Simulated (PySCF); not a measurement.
# [SiPH4]− (SMILES [SiH2-]P) at 6 levels

We compute a comparison of 6 runs (PBE/STO-3G, wB97X-V/STO-3G, MP2/STO-3G, CCSDT(Q)/STO-3G, CISD/STO-3G, FCI/STO-3G) of [SiPH4]−. Input form: a Python script.

The calculation is run with PySCF 2.14.0.

2 further runs of the same task are left out: 2 set aside as unsound or not needed.

**1. The molecule**

The species is [SiPH4]− (6 atoms), meant as a singlet with charge -1. SMILES: `[SiH2-]P`. The Si1–H4 distance was set to 2.706 Å, away from the relaxed value. At this shape a bond of the SMILES string is far longer than usual.

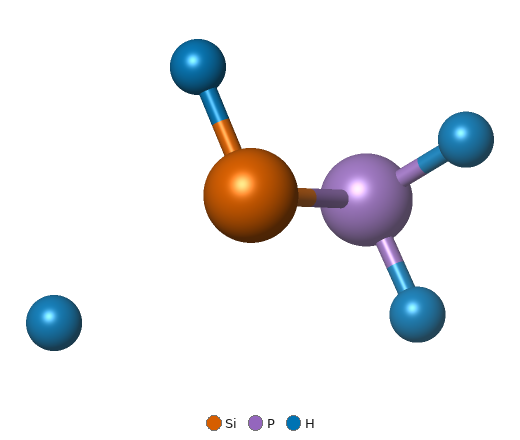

The structure, seen from a chosen angle (silicon orange, phosphorus purple, hydrogen blue).

**2. A single-point energy at PBE/STO-3G (run 1)**

Contents of input.py:

```python
from pyscf import gto, dft

mol = gto.M(
    atom='''
Si   1.157430  -0.709244   0.709968
P    0.444550   1.381986   0.975188
H    0.412690  -1.289984   1.879448
H   -0.642080  -1.408110  -1.185860
H    1.207180   1.876046  -0.057232
H    1.419130   1.702336   1.891428
''',
    max_memory=1860,
    spin=0,
    verbose=4,
    charge=-1,
    basis='sto-3g',
)

myscf = dft.RKS(mol)
myscf.xc = 'pbe'
myscf.grids.level = 5
myscf.conv_tol = 1e-10
myscf.kernel()
if not myscf.converged:
    myscf = myscf.newton().run(myscf.mo_coeff, myscf.mo_occ)

e_final = myscf.e_tot
print('Final energy', e_final)
```

Run with:

```sh
$ OMP_NUM_THREADS=1 python input.py
```

Log:

```text
PySCF version 2.14.0

[... 99 lines left out ...]
converged SCF energy = -625.36509674755
Final energy -625.36509674755
```

Run time: 9.6 s. Hardware: 1 thread of Arm Neoverse V1, shared host; peak memory 0.21 GiB.

**3. A single-point energy at wB97X-V/STO-3G (run 2)**

Contents of geometry.xyz:

```xyz
6
H4PSi
Si     1.157430    -0.709244     0.709968
P      0.444550     1.381986     0.975188
H      0.412690    -1.289984     1.879448
H     -0.642080    -1.408110    -1.185860
H      1.207180     1.876046    -0.057232
H      1.419130     1.702336     1.891428
```

Contents of job.py:

```python
from pyscf import gto, dft

molecule = gto.M(
    atom='geometry.xyz',
    basis='sto-3g',
    charge=-1,
    spin=0,
    max_memory=1860,
    verbose=3,
)

mf = dft.RKS(molecule, xc='wb97x-v')
mf.conv_tol = 1e-10
mf.nlcgrids.level = 1
mf.grids.level = 5
mf.kernel()
if not mf.converged:
    mf = mf.newton().run(mf.mo_coeff, mf.mo_occ)

etot = mf.e_tot
print('Final energy', etot)
```

Run with:

```sh
$ OMP_NUM_THREADS=1 python job.py
```

Log:

```text
converged SCF energy = -625.58596985623
Final energy -625.5859698562303
```

Wall time 25 s (1 thread of Arm Neoverse V1, shared host); peak memory 0.21 GiB.

Runs 3 to 5 aren't shown in full; the table further down has their settings and results.

**4. The energy at FCI/STO-3G (run 6)**

Contents of input.py:

```python
from pyscf import gto, mcscf
from pyscf import fci

mol = gto.M(
    atom='''
Si     2.187226    -1.340277     1.341645
P      0.840078     2.611575     1.842838
H      0.779871    -2.437716     3.551642
H     -1.213355    -2.660942    -2.240951
H      2.281240     3.545213    -0.108153
H      2.681767     3.216949     3.574281
''',
    verbose=3,
    basis='sto-3g',
    unit='bohr',
    charge=-1,
    max_memory=1860,
)

mf = mol.RHF()
mf.conv_tol = 1e-10
mf.kernel()
if not mf.converged:
    mf = mf.newton().run(mf.mo_coeff, mf.mo_occ)

cas = mcscf.CASCI(mf, mf.mo_coeff.shape[-1] - 10, (mol.nelec[0] - 10, mol.nelec[1] - 10))  # full CI above the frozen core
cas.fcisolver = fci.direct_spin0.FCI(mol)  # even spin states alone
cas.kernel()
print('<S^2> = %.4f' % cas.fcisolver.spin_square(cas.ci, cas.ncas, cas.nelecas)[0])
etot = cas.e_tot
print('E = %.10f Eh' % etot)
```

Run with:

```sh
$ OMP_NUM_THREADS=1 python input.py
```

Log:

```text
converged SCF energy = -624.453320701021
CASCI E = -624.588516131854  E(CI) = -26.8768536112902  S^2 = 0.0000000
<S^2> = 0.0000
E = -624.5885161319 Eh
```

It took 9.9 s on 1 thread of Arm Neoverse V1, shared host; peak memory 0.25 GiB.

**5. The series**

| run | level | nlc grid | integration grid | energy (Eh) | HOMO energy (eV) | LUMO energy (eV) | HOMO–LUMO gap (eV) | wall time |
| --- | --- | --- | --- | --- | --- | --- | --- | --- |
| 1 | PBE/STO-3G | – | 5 | -625.365097 | 6.11 | 8.62 | 2.51 | 9.6 s |
| 2 | wB97X-V/STO-3G | 1 | 5 | -625.585970 | 3.18 | 11.43 | 8.24 | 25 s |
| 3 | MP2/STO-3G | – | – | -624.541458 | 3.31 | 12.79 | 9.48 | 0.85 s |
| 4 | CCSDT(Q)/STO-3G | – | – | -624.588525 | 3.31 | 12.79 | 9.48 | 1.8 s |
| 5 | CISD/STO-3G | – | – | -624.571944 | 3.31 | 12.79 | 9.48 | 0.85 s |
| 6 | FCI/STO-3G | – | – | -624.588516 | 3.31 | 12.79 | 9.48 | 9.9 s |

**6. Results**

| quantity | value |
| --- | --- |
| run 6: total energy | -624.58852 Eh |
| run 6: HOMO energy (Hartree–Fock orbitals) | 3.31 eV |
| run 6: LUMO energy (Hartree–Fock orbitals) | 12.79 eV |
| run 6: HOMO–LUMO gap (to an unbound level, set by the basis) | 9.48 eV |
| run 6: correlation energy (10 core orbitals frozen) | -135.2 mEh |

Against full CI in this basis: MP2 +47.1 mEh; CCSDT(Q) -0.0 mEh; CISD +16.6 mEh. Totals of different functionals can't be ranked against each other. In runs 1, 2, 3, 4, 5, 6 the HOMO lies above zero, so the outermost electron may be held by the basis alone. In runs 1, 2, 3, 4, 5, 6 the basis is minimal, so the values are rough. All runs together took 48 s, the longest 25 s.
